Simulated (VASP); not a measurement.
Band structure of ZnO (wurtzite). Computed with PBEsol GGA with spin-orbit coupling, VASP's PBE PAW potentials (set 64) (plane waves; VASP).

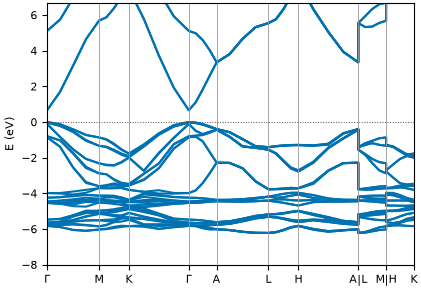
Figure. Bands along high-symmetry lines, zero at the valence-band maximum or, without a gap, the Fermi level

Task: Read the plot: is there a gap, and where are the band edges?

Result: The gap is direct, 0.66 eV, from the valence maximum at Γ to the conduction minimum at Γ.

Measured: gap 3.60 eV (computed value off by -2.94 eV), as given by Wei Chen et al., Physical Review Materials (2018), doi:10.1103/physrevmaterials.2.073803 [zero-point renormalisation of 0.16 eV added back (the table's ZPR column)].

The compound is ZnO in the wurtzite structure. It was relaxed first.
